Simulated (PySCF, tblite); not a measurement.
# C16H18: electronic excitations, NMR shifts

Wanted: electronic excitations, NMR shifts for C16H18 (`c1ccc(CCCCc2ccccc2)cc1`).

Computed with tblite 0.8.0 and PySCF 2.14.0 and routines of our own; the level stands in each step. Atoms count from 0.

## 1. The system as given

34 atoms, charge 0, multiplicity 1; geometry from: force field, distance geometry or constructed start.

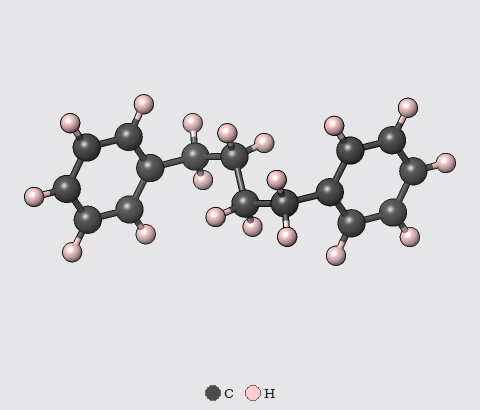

The starting geometry (carbon dark grey, hydrogen pink).

## 2. Optimising the geometry with GFN2-xTB

What the job is given:

```
{"job": {"kind": "relax", "xc": "GFN2-xTB", "basis": "xTB"}, "charge": 0, "multiplicity": 1}
C     -5.122700    -0.237400     0.819200
C     -4.381400     0.195400     1.907800
C     -3.114900     0.762500     1.720300
C     -2.599600     0.917600     0.420600
C     -1.236900     1.524700     0.219500
C     -0.079200     0.624000     0.652800
C      0.076000    -0.622800    -0.225800
C      1.239400    -1.523100     0.218400
C      2.601500    -0.915300     0.005800
C      3.359200    -0.481300     1.100500
C      4.617900     0.090400     0.899800
C      5.125000     0.233600    -0.387900
C      4.374900    -0.192000    -1.476800
C      3.122300    -0.765300    -1.289100
C     -3.364200     0.485600    -0.665800
C     -4.621900    -0.091000    -0.462600
H     -6.106800    -0.678700     0.974200
H     -4.774700     0.079000     2.919800
H     -2.548200     1.098200     2.585100
H     -1.103400     1.808700    -0.833800
H     -1.196200     2.469100     0.783900
H      0.842900     1.220600     0.603400
H     -0.197600     0.329900     1.709700
H      0.196800    -0.329700    -1.271700
H     -0.843300    -1.216500    -0.169700
H      1.100100    -1.808800     1.271800
H      1.194700    -2.463000    -0.350100
H      2.979000    -0.583200     2.113000
H      5.204400     0.425100     1.753700
H      6.108300     0.680900    -0.536900
H      4.777200    -0.081800    -2.489100
H      2.545700    -1.095100    -2.149400
H     -2.980600     0.583800    -1.680600
H     -5.201800    -0.426200    -1.319100
```

On the command line:

```bash
$ OMP_NUM_THREADS=1 python large_run.py task.json out
```

The driver reads the jobs from task.json and runs them one after another.

The log of the run:

```text
step      E/eV     max force
  0   -1181.52448    0.731
  1   -1181.56187    0.415
  2   -1181.58331    0.244
  3   -1181.59832    0.163
  4   -1181.60097    0.097
  5   -1181.60230    0.071
  6   -1181.60536    0.088
  7   -1181.60626    0.081
  8   -1181.60803    0.079
  9   -1181.60880    0.067
 10   -1181.60946    0.040
 11   -1181.60992    0.038
 12   -1181.61050    0.047
 13   -1181.61116    0.060
 14   -1181.61196    0.056
 15   -1181.61281    0.054
 16   -1181.61362    0.055
 17   -1181.61427    0.050
 18   -1181.61480    0.042
 19   -1181.61531    0.043
 20   -1181.61586    0.048
 21   -1181.61638    0.055
 22   -1181.61682    0.045
 23   -1181.61723    0.038
 24   -1181.61766    0.037
 25   -1181.61809    0.039
 26   -1181.61841    0.032
 27   -1181.61861    0.023
 28   -1181.61878    0.023
 29   -1181.61901    0.030
 30   -1181.61930    0.032
 31   -1181.61961    0.029
 32   -1181.61992    0.037
 33   -1181.62025    0.038
 34   -1181.62066    0.039
 35   -1181.62113    0.043
 36   -1181.62169    0.042
 37   -1181.62234    0.055
 38   -1181.62304    0.058
 39   -1181.62365    0.049
 40   -1181.62411    0.039
 41   -1181.62453    0.041
 42   -1181.62511    0.052
 43   -1181.62587    0.057
 44   -1181.62655    0.049
 45   -1181.62693    0.037
 46   -1181.62712    0.031
 47   -1181.62728    0.024
 48   -1181.62743    0.024
 49   -1181.62753    0.019
```

Wall time 1.2 s (1 thread of Arm Neoverse N1, shared host); peak memory 0.18 GiB.

Relaxation path:

```
step  energy from step 0 (eV)  largest force (eV/Å)
   0                   0.0000                0.7309
   1                  -0.0374                0.4146
   2                  -0.0588                0.2441
   3                  -0.0738                0.1635
   4                  -0.0765                0.0972
   5                  -0.0778                0.0710
   6                  -0.0809                0.0886
   7                  -0.0818                0.0802
   8                  -0.0836                0.0787
  11                  -0.0854                0.0373
  14                  -0.0875                0.0554
  18                  -0.0903                0.0422
  21                  -0.0919                0.0546
  24                  -0.0932                0.0371
  28                  -0.0943                0.0236
  31                  -0.0951                0.0296
  34                  -0.0962                0.0390
  38                  -0.0986                0.0579
  41                  -0.1001                0.0412
  45                  -0.1024                0.0376
  46                  -0.1026                0.0307
  47                  -0.1028                0.0245
  48                  -0.1029                0.0236
  49                  -0.1030                0.0186
```

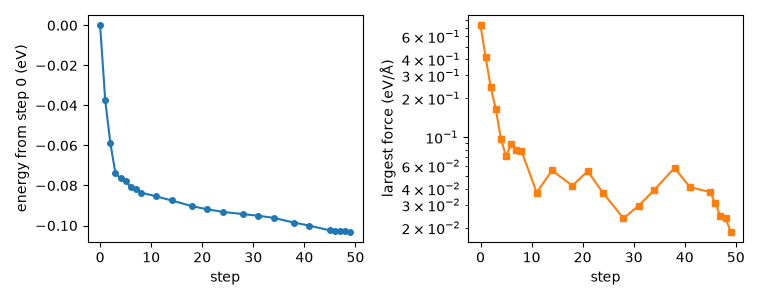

Energy and force, step by step.

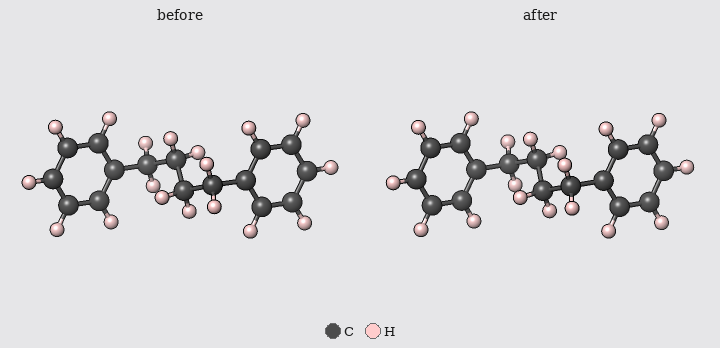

The geometry before (left) and after (right).

Close pairs (by a distance rule), those that changed most:

```
   bond  before (Å)  after (Å)  change (Å)
  C1–C2       1.400      1.382      -0.018
  C2–C3       1.407      1.390      -0.017
C12–H30       1.095      1.081      -0.014
C14–C15       1.398      1.384      -0.014
 C8–C13       1.404      1.390      -0.014
 C9–C10       1.397      1.385      -0.012
  C8–C9       1.400      1.389      -0.012
 C1–H17       1.092      1.081      -0.011
```

The final coordinates are the input of the step that follows.

## 3. Harmonic vibrations with GFN2-xTB

What the job is given:

```
{"job": {"kind": "ir", "xc": "GFN2-xTB", "basis": "xTB"}, "charge": 0, "multiplicity": 1}
C     -4.987982    -0.279933     0.810730
C     -4.262207     0.186828     1.893760
C     -3.036467     0.794704     1.695830
C     -2.513713     0.943724     0.416439
C     -1.161910     1.571364     0.227951
C     -0.038877     0.620082     0.660997
C      0.038276    -0.617679    -0.227800
C      1.160694    -1.569502     0.205348
C      2.513130    -0.943431     0.017045
C      3.252446    -0.477142     1.095917
C      4.481478     0.130139     0.902034
C      4.987763     0.280306    -0.377237
C      4.262095    -0.187052    -1.460223
C      3.035777    -0.793694    -1.262201
C     -3.253184     0.477945    -0.662471
C     -4.481788    -0.129613    -0.468296
H     -5.943846    -0.758418     0.964359
H     -4.653696     0.078962     2.895143
H     -2.475066     1.160222     2.544530
H     -1.018260     1.843200    -0.819759
H     -1.099601     2.483235     0.827623
H      0.915036     1.151316     0.624005
H     -0.211722     0.310634     1.694434
H      0.211484    -0.309115    -1.261204
H     -0.915446    -1.148948    -0.191059
H      1.017179    -1.840398     1.253157
H      1.098225    -2.481943    -0.393369
H      2.862749    -0.592111     2.097843
H      5.044524     0.488472     1.752303
H      5.944107     0.758682    -0.530317
H      4.653697    -0.078322    -2.461509
H      2.475400    -1.160194    -2.110783
H     -2.863680     0.593234    -1.664304
H     -5.044682    -0.487805    -1.318145
```

The log of the run:

```text
mode    cm-1     km/mol
  1      17.3      0.03
  2      29.8      0.04
  3      39.7      0.01
  4      42.5      0.00
  5      56.2      0.00
  6     155.8      0.83
  7     160.6      0.00
  8     210.9      0.00
  9     211.7      0.72
 10     312.5      0.47
 11     348.8      0.00
 12     359.7      0.22
 13     372.4      0.01
 14     372.7      0.03
 15     419.0      0.01
 16     479.6      3.03
 17     492.4      0.00
 18     544.9      1.42
 19     564.6      0.01
 20     592.6      0.00
 21     592.8      0.03
 22     669.2      4.81
 23     670.4      0.01
 24     751.2     35.96
 25     754.0      0.33
 26     767.1     12.70
 27     791.1      0.00
 28     842.2      4.47
 29     860.7      0.01
 30     879.4      0.02
 31     879.7      0.01
 32     901.2      0.67
 33     901.7      0.05
 34     929.7      3.23
 35     930.2      0.02
 36     930.7      0.28
 37     932.4      0.10
 38     933.5      1.01
 39     979.5      0.00
 40     986.6      0.97
 41    1019.5      0.00
 42    1049.8      1.49
 43    1052.9      0.00
 44    1086.3      0.40
 45    1087.1      0.01
 46    1103.0      1.27
 47    1112.0      0.01
 48    1129.9      0.00
 49    1136.2      2.34
 50    1179.6      4.33
 51    1182.7      0.01
 52    1183.1      0.02
 53    1199.8      0.01
 54    1201.1      0.54
 55    1211.1      0.00
 56    1235.5      0.07
 57    1236.2     10.91
 58    1280.1      0.01
 59    1290.8      0.14
 60    1291.5      0.00
 61    1308.7      1.03
 62    1321.6      0.00
 63    1323.5      1.17
 64    1331.8      0.01
 65    1336.5      2.17
 66    1369.1      0.01
 67    1443.4      0.02
 68    1443.5      0.00
 69    1482.2      1.13
 70    1482.9      0.00
 71    1483.6      7.54
 72    1484.1      0.01
 73    1492.0      0.89
 74    1492.4      0.00
 75    1594.0      0.11
 76    1594.4      0.09
 77    1608.1     12.56
 78    1608.4      4.54
 79    2960.8     46.01
 80    2961.5      6.22
 81    2962.0      1.67
 82    2971.9     25.18
 83    2978.3      1.53
 84    2983.7     22.47
 85    2984.7     86.90
 86    2989.1     99.63
 87    3065.0     10.19
 88    3066.1      8.56
 89    3067.5     12.42
 90    3067.8      9.41
 91    3074.6     27.93
 92    3075.9     13.83
 93    3079.3     87.85
 94    3080.6    128.14
 95    3089.1     55.54
 96    3091.6     51.34
```

Wall time 5 s (1 thread of Arm Neoverse N1, shared host); peak memory 0.18 GiB.

The strongest bands and the atoms that carry them (share of the mass-weighted mode):

```
cm⁻¹  km/mol                                   atoms
 751    36.0                                H16 11 %
2961    46.0                      H20 68 %, H26 12 %
2985    86.9            H24 32 %, H25 31 %, H21 16 %
2989    99.6  H25 30 %, H23 25 %, H22 16 %, H19 16 %
3079    87.8  H30 30 %, H28 24 %, H31 23 %, H27 10 %
3081   128.1            H33 36 %, H17 30 %, H32 15 %
3089    55.5            H29 48 %, H30 23 %, H28 13 %
3092    51.3            H16 52 %, H33 18 %, H17 16 %
```

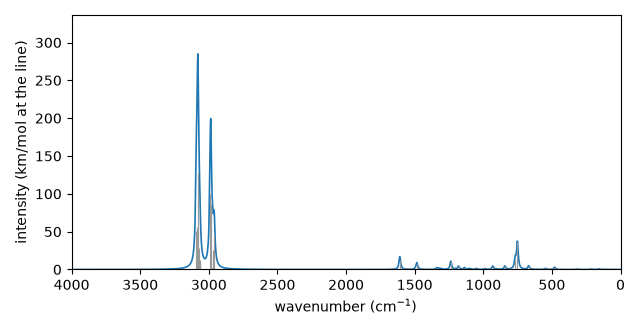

The infrared spectrum from these modes, unscaled. Lines are broadened to a width of 14 cm⁻¹ (Lorentzian).

## 4. Electronic excitations: TDDFT PBE0/6-31G*

Settings changed since step 3:

```diff
@@ -1,2 +1,2 @@
-{"job": {"kind": "ir", "xc": "GFN2-xTB", "basis": "xTB"}, "charge": 0, "multiplicity": 1}
+{"job": {"kind": "uv", "basis": "6-31G*", "grid": 1, "kgrid": 0, "vcut": 1.5, "nstates": 6, "ntriplets": 2, "tda": false, "delta": [], "pop": true, "xc": "PBE0"}, "charge": 0, "multiplicity": 1}
 C     -4.987982    -0.279933     0.810730
```

With the program's defaults for keys left out, this is: TDDFT PBE0/6-31G*, vertical, gas phase, core orbitals frozen in the response, virtual orbitals cut by energy.

The log of the run:

```text
start: PBE on a coarse grid of 27033 points
cycle   1  E = -619.6692381407  dE =  2.051e+00  |g| = 8.420e-01  |ddm| = 5.799e+00
cycle   2  E = -619.5011640175  dE =  1.681e-01  |g| = 1.156e+00  |ddm| = 2.614e+00
cycle   3  E = -619.8774572184  dE = -3.763e-01  |g| = 1.001e-01  |ddm| = 1.674e+00
cycle   4  E = -619.8785554221  dE = -1.098e-03  |g| = 7.567e-02  |ddm| = 2.006e-01
cycle   5  E = -619.8801281725  dE = -1.573e-03  |g| = 1.950e-02  |ddm| = 9.926e-02
cycle   6  E = -619.8802194103  dE = -9.124e-05  |g| = 8.520e-03  |ddm| = 2.941e-02
final grid: 116539 points
cycle   7  E = -619.7949542986  dE = -6.353e-03  |g| = 4.066e-02  |ddm| = 7.047e-01
cycle   8  E = -619.7949703205  dE = -1.602e-05  |g| = 4.112e-02  |ddm| = 1.022e-01
cycle   9  E = -619.7954237685  dE = -4.534e-04  |g| = 5.928e-03  |ddm| = 4.690e-02
cycle  10  E = -619.7954299036  dE = -6.135e-06  |g| = 2.777e-03  |ddm| = 8.574e-03
cycle  11  E = -619.7954343005  dE = -4.397e-06  |g| = 7.131e-04  |ddm| = 3.956e-03
cycle  12  E = -619.7954340568  dE =  2.437e-07  |g| = 2.678e-04  |ddm| = 9.817e-04
cycle  13  E = -619.7954333544  dE =  7.024e-07  |g| = 2.637e-05  |ddm| = 2.683e-04
converged SCF energy = -619.7954333544

Static polarisability (au): isotropic 152.553, principal 85.570 159.227 212.864

Singlet excitations
state   eV       nm        f      main configurations
  1   5.6004    221.4   0.00523   H-1->L+1 0.25, H->L 0.22, H-2->L+3 0.18
  2   5.6043    221.2   0.00004   H->L+1 0.30, H-3->L+3 0.19, H-1->L+2 0.14
  3   6.2955    196.9   0.11818   H->L 0.31, H->L+2 0.22, H-1->L+3 0.17
  4   6.3000    196.8   0.00038   H-1->L 0.40, H->L+3 0.19, H-3->L+1 0.13
  5   6.4610    191.9   0.00399   H-1->L+1 0.42, H->L 0.33, H-1->L+3 0.20
  6   6.4640    191.8   0.00000   H->L+3 0.32, H-1->L 0.31, H->L+1 0.28

Triplet excitations (Tamm-Dancoff, eV): 4.1771 4.1779
```

It took 56 s on 1 thread of Arm Neoverse N1, shared host; peak memory 0.53 GiB.

The orbitals next to the gap, with their largest atomic shares:

```
orbital     eV                        atoms
 HOMO−4  -8.70    C5 14 %, C6 14 %, H21 8 %
 HOMO−3  -6.98  C2 14 %, C15 14 %, C14 14 %
 HOMO−2  -6.98  C9 15 %, C12 15 %, C14 12 %
 HOMO−1  -6.72   C0 14 %, C11 14 %, C3 13 %
   HOMO  -6.67   C11 15 %, C0 15 %, C8 14 %
   LUMO   0.22  C13 15 %, C2 15 %, C10 15 %
 LUMO+1   0.32  C15 13 %, C10 13 %, C2 13 %
 LUMO+2   0.39   C12 14 %, C9 14 %, C1 14 %
 LUMO+3   0.39    C3 15 %, C0 15 %, C8 15 %
```

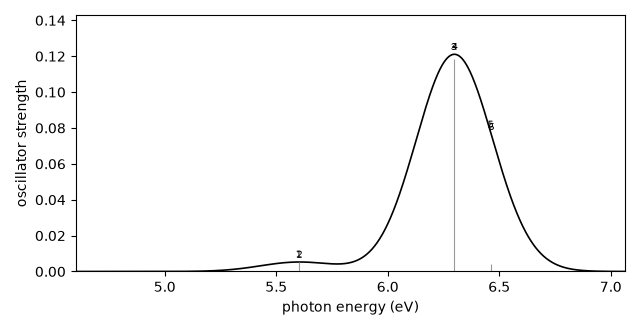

Absorption spectrum from the 6 singlet states computed; above the last one it falls off for lack of states. Lines are broadened to a width of 0.40 eV (Gaussian).

Ground-state properties from the same run:

```
           property  computed
  dipole moment (D)      0.00
polarisability (Å³)     22.61
 HOMO–LUMO gap (eV)      6.90
      −ε(HOMO) (eV)      6.67
```

## 5. NMR shifts: GIAO KT3/pcSseg-1

Settings changed since step 4:

```diff
@@ -1,2 +1,2 @@
-{"job": {"kind": "uv", "basis": "6-31G*", "grid": 1, "kgrid": 0, "vcut": 1.5, "nstates": 6, "ntriplets": 2, "tda": false, "delta": [], "pop": true, "xc": "PBE0"}, "charge": 0, "multiplicity": 1}
+{"job": {"kind": "nmr", "xc": "KT3", "basis": "pcSseg-1", "pop": false}, "charge": 0, "multiplicity": 1}
 C     -4.987982    -0.279933     0.810730
```

With the program's defaults for keys left out, this is: GIAO KT3/pcSseg-1 NMR shielding, non-relativistic, gas phase.

The log of the run:

```text
start: PBE on a coarse grid of 27033 points
cycle   1  E = -619.3169882081  dE =  2.024e+00  |g| = 8.243e-01  |ddm| = 5.784e+00
cycle   2  E = -619.1246212880  dE =  1.924e-01  |g| = 1.187e+00  |ddm| = 2.315e+00
cycle   3  E = -619.5125076813  dE = -3.879e-01  |g| = 1.105e-01  |ddm| = 1.530e+00
cycle   4  E = -619.5139486983  dE = -1.441e-03  |g| = 7.949e-02  |ddm| = 2.031e-01
cycle   5  E = -619.5156407303  dE = -1.692e-03  |g| = 2.032e-02  |ddm| = 9.398e-02
cycle   6  E = -619.5157354761  dE = -9.475e-05  |g| = 9.270e-03  |ddm| = 2.886e-02
final grid: 247458 points
cycle   7  E = -630.7607097544  dE = -3.908e-02  |g| = 2.742e-02  |ddm| = 9.765e-01
cycle   8  E = -630.7604188446  dE =  2.909e-04  |g| = 4.172e-02  |ddm| = 8.835e-02
cycle   9  E = -630.7608816724  dE = -4.628e-04  |g| = 1.458e-02  |ddm| = 5.922e-02
cycle  10  E = -630.7609386372  dE = -5.696e-05  |g| = 5.192e-03  |ddm| = 1.883e-02
cycle  11  E = -630.7609459130  dE = -7.276e-06  |g| = 6.928e-04  |ddm| = 6.104e-03
cycle  12  E = -630.7609462890  dE = -3.760e-07  |g| = 2.548e-04  |ddm| = 9.918e-04
cycle  13  E = -630.7609471330  dE = -8.441e-07  |g| = 6.963e-05  |ddm| = 3.356e-04
converged SCF energy = -630.7609471330

GIAO shielding tensors (ppm)
atom      isotropic    diamagn.    paramagn.     s11        s22        s33       span
  0 C       65.102     250.996    -185.894    -33.334     55.113    173.526    206.860
  1 C       62.408     251.362    -188.954    -38.402     53.959    171.666    210.069
  2 C       63.153     249.146    -185.994    -33.270     57.126    165.601    198.871
  3 C       48.107     259.884    -211.777    -39.161     10.921    172.562    211.722
  4 C      143.510     250.882    -107.372    133.216    138.434    158.880     25.664
  5 C      148.830     255.019    -106.189    131.873    150.888    163.728     31.856
  6 C      148.857     254.894    -106.037    131.921    150.893    163.756     31.835
  7 C      143.523     250.984    -107.461    133.241    138.464    158.865     25.624
  8 C       48.120     259.981    -211.861    -39.141     10.922    172.578    211.719
  9 C       60.997     249.572    -188.575    -36.664     61.702    157.954    194.619
 10 C       63.336     251.439    -188.104    -36.372     55.201    171.178    207.551
 11 C       65.033     251.034    -186.000    -33.423     55.062    173.460    206.883
 12 C       62.410     251.591    -189.182    -38.397     53.971    171.655    210.052
 13 C       63.193     250.097    -186.904    -33.215     57.124    165.670    198.884
 14 C       61.031     250.491    -189.460    -36.648     61.742    158.001    194.650
 15 C       63.418     251.588    -188.169    -36.254     55.220    171.290    207.544
 16 H       24.574      27.301      -2.727     21.256     25.772     26.695      5.439
 17 H       24.427      29.040      -4.613     21.039     25.030     27.213      6.174
 18 H       24.550      34.658     -10.108     20.879     23.030     29.740      8.861
 19 H       29.772      35.320      -5.548     26.139     29.464     33.712      7.573
 20 H       28.711      32.839      -4.128     24.614     27.818     33.700      9.086
 21 H       30.080      37.678      -7.598     23.962     29.135     37.142     13.180
 22 H       30.695      38.467      -7.772     24.828     32.439     34.818      9.990
 23 H       30.700      38.733      -8.032     24.831     32.444     34.826      9.996
 24 H       30.084      37.731      -7.647     23.961     29.136     37.154     13.193
 25 H       29.776      35.131      -5.355     26.143     29.474     33.713      7.570
 26 H       28.713      32.968      -4.255     24.614     27.823     33.702      9.089
 27 H       24.673      34.972     -10.300     21.369     23.315     29.333      7.964
 28 H       24.529      29.314      -4.785     21.106     25.194     27.287      6.180
 29 H       24.569      27.376      -2.807     21.250     25.766     26.689      5.439
 30 H       24.426      29.695      -5.269     21.038     25.032     27.208      6.170
 31 H       24.555      35.141     -10.585     20.883     23.037     29.746      8.862
 32 H       24.674      35.446     -10.772     21.372     23.315     29.336      7.964
 33 H       24.538      29.889      -5.351     21.114     25.203     27.297      6.183
```

It took 55 s on 1 thread of Arm Neoverse N1, shared host; peak memory 0.6 GiB.

Shifts follow as δ = σ(reference) − σ, with reference shieldings (ppm) from runs at the same level and on the same kind of geometry: ¹H TMS 31.76, ¹³C TMS 184.7. The references are single molecules in the gas phase. Atoms listed in one row are averaged.

```
             atoms                                 environment  σ (ppm)  δ (ppm)
            C3, C8                 substituted aromatic carbon     48.1    136.6
  C2, C9, C13, C14                                 aromatic CH     62.1    122.6
 C1, C10, C12, C15                                 aromatic CH     62.9    121.8
           C0, C11                                 aromatic CH     65.1    119.7
            C4, C7                 sp3 CH2 on an aromatic ring    143.5     41.2
            C5, C6                                     sp3 CH2    148.8     35.9
H17, H28, H30, H33                  hydrogen on an aromatic CH    24.48     7.28
          H16, H29                  hydrogen on an aromatic CH    24.57     7.19
H18, H27, H31, H32                  hydrogen on an aromatic CH    24.61     7.15
H19, H20, H25, H26  hydrogen on an sp3 CH2 on an aromatic ring    29.24     2.52
H21, H22, H23, H24                      hydrogen on an sp3 CH2    30.39     1.37
```

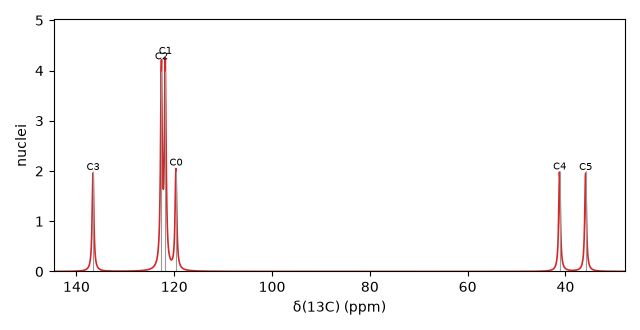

¹³C lines at the computed shifts, without couplings. Lines are broadened to a width of 0.40 ppm (Lorentzian).

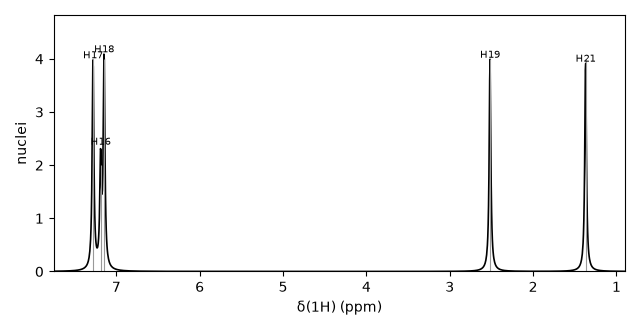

¹H lines at the computed shifts, without couplings. Lines are broadened to a width of 0.02 ppm (Lorentzian).

Ring of atoms C0, C1, C2, C3, C14, C15: NICS(0) -8.6, NICS(1) -10.7, NICS(1)zz -27.6 ppm (means of both faces).

## 6. Summary of results

```
                                                              quantity                                       value
                             strongest single infrared mode (GFN2-xTB)                       3081 cm⁻¹, 128 km/mol
                                          zero-point energy (GFN2-xTB)                              181.1 kcal/mol
                                          lowest singlet (PBE0/6-31G*)                 5.60 eV (221 nm), f = 0.005
                              brightest single state of those computed                 state 3, 6.30 eV, f = 0.118
                                                        lowest triplet                                     4.18 eV
¹³C shifts against TMS (KT3/pcSseg-1, means over atoms taken as alike)  136.6, 122.6, 121.8, 119.7, 41.2, 35.9 ppm
 ¹H shifts against TMS (KT3/pcSseg-1, means over atoms taken as alike)            7.28, 7.19, 7.15, 2.52, 1.37 ppm
```

In words: No mode is imaginary among the 96: a minimum at this level. GFN2-xTB is a fitted tight-binding method: band positions and strengths are rough. Its intensities can rank the bands wrongly. The first singlet state (HOMO−1→LUMO+1 0.25, HOMO→LUMO 0.22) lies at 5.60 eV and is weak; of the 6 states computed, the strongest absorption comes from state 3 at 6.30 eV. The lowest triplet lies 1.42 eV below the lowest singlet (triplets in Tamm-Dancoff, singlets in full TDDFT). NICS(1)zz of -28 ppm above the planar ring from C0 marks a diatropic (aromatic) ring current.
